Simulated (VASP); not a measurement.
Band structure of SrTe (rock salt). Computed with PBEsol GGA, VASP's PBE PAW potentials (set 64) (plane waves; VASP).

Unless said otherwise, spin-orbit coupling is left out, though it shifts the bands of the heavy elements here.

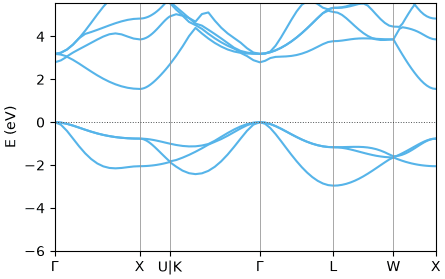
*Bands along high-symmetry lines, zero at the valence-band maximum or, without a gap, the Fermi level*

Read the plot: is there a gap, and where are the band edges?

The gap is indirect, 1.55 eV, from the valence maximum at Γ to the conduction minimum at X. (Edges off the drawn lines would not show.)

The compound is SrTe in the rock salt structure. It was relaxed first.
